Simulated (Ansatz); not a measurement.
# Al$_{2}$FH$_{5}$NO$_{3}$···H$_{2}$O (doublet): what the fields show

```xyz
15

Al   -0.9537   -0.8375   -0.4617
O     0.3913   -0.4243   -1.4461
Al   -0.0990    1.2558   -1.7003
O    -1.8397    0.5915   -1.1154
O     0.1889    2.2041   -0.2454
F    -1.7685   -2.2556   -0.2452
H     0.5976   -0.6889    1.4082
N    -0.3210   -0.2352    1.2957
H     1.7147   -0.9131   -0.4345
O     2.1576   -1.1747    0.4098
H    -2.5279    1.1364   -0.7347
H     0.8144    2.9272   -0.2466
H    -0.8816   -0.3787    2.1267
H    -0.1251    0.7675    1.1636
H     2.6520   -1.9747    0.2254
```

The reactant side of a reaction path; geometry: PBE0-D4/def2-TZVP.

Method: Ansatz, UKS PBE0-D4/def2-TZVPP.

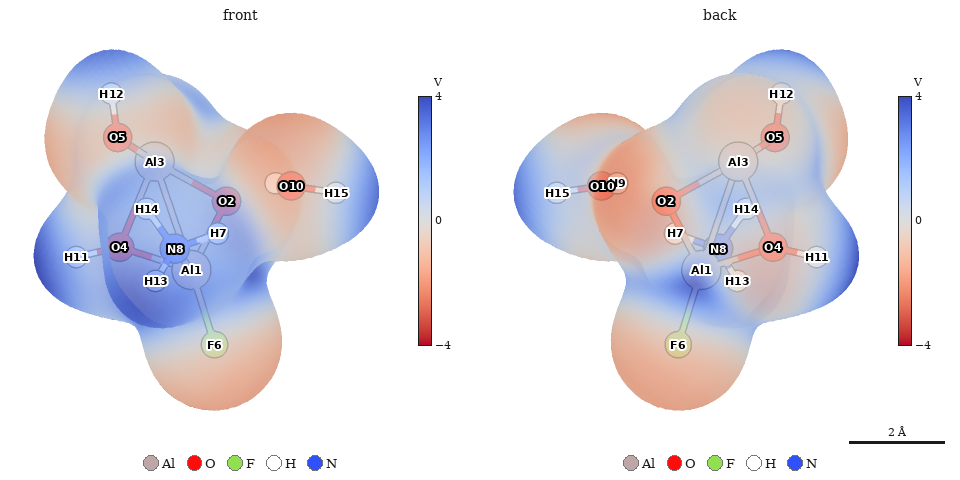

Figure 1. The molecular electrostatic potential painted on the density surface at 0.004 e/bohr³, seen from the front and from behind; the colour scale runs from red (negative) to blue (positive).

Q: Describe the electrostatic potential map.

A: The most negative region (about −2.0 V) lies over O2, the most positive (about +3.7 V) over Al1, H11 and H13. O2 is the likeliest acceptor of a hydrogen bond.

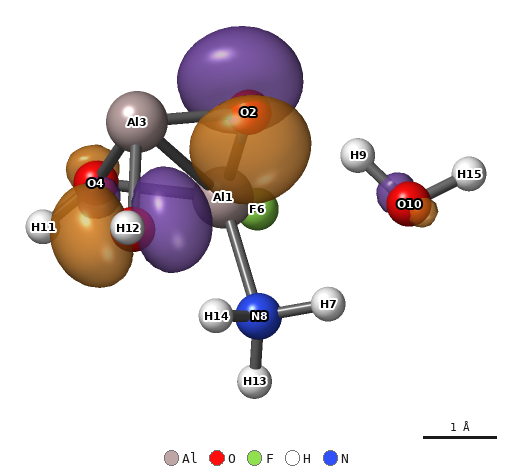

Figure 2. The HOMO−1 (α) at ±0.15 Å⁻³ᐟ² (orange and purple are the two phases), seen from one side.

Q: What is the character of this orbital?

A: It lies mainly on O2 (about 50 %) and O5 (about 30 %); largely a combination of lone pairs on O2 and O5. Its energy is −8.15 eV.

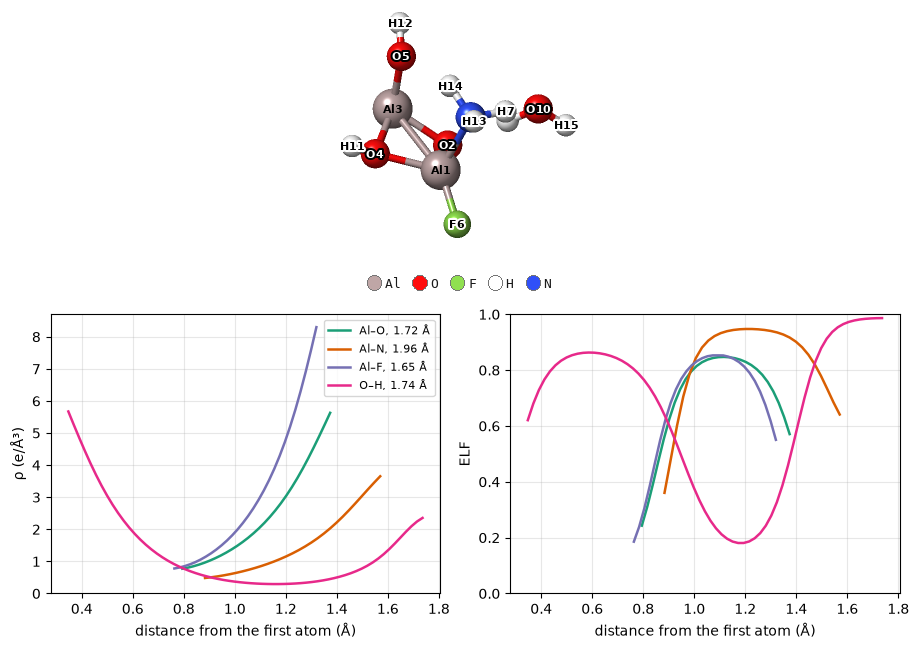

Figure 3. Total electron density and ELF along straight lines between neighbouring atoms. The curves leave out the atomic cores. The structure is drawn too.

Q: Compare the contacts.

A: Al–O (1.72 Å): ρ is about 0.9 e/Å³ halfway; the ELF peaks at about 0.85 in the valence shell of O, 0.6 Å from its nucleus, and is about 0.45 at the midpoint.
Al–N (1.96 Å): ρ at the midpoint is about 0.6 e/Å³; the ELF peaks at about 0.95 between the atoms: a shared but strongly polarised pair.
Al–F (1.65 Å): ρ at the midpoint is about 0.91 e/Å³; the ELF peaks at about 0.85 in the valence shell of F, 0.6 Å from its nucleus, and is about 0.40 at the midpoint.
O2···H9 (1.74 Å): the density falls to about 0.29 e/Å³ on the way; the ELF dips to about 0.20 between them; by its geometry a hydrogen bond between the two molecules, with no shared pair.

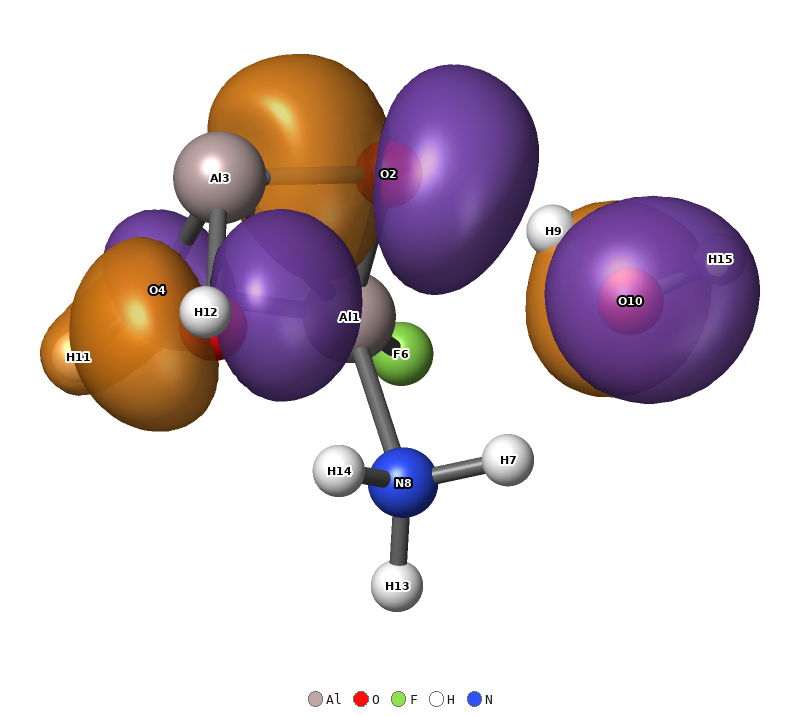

Figure 4. The HOMO−1 (β) at ±0.08 Å⁻³ᐟ² (orange and purple are the two phases), seen from one side.

Q: What is the character of this orbital?

A: It lies mainly on O2 (about 40 %), O10 (about 25 %), O5 (about 15 %) and Al3 (about 5 %); largely a combination of lone pairs on O2, O10 and O5. Its energy is −8.68 eV.
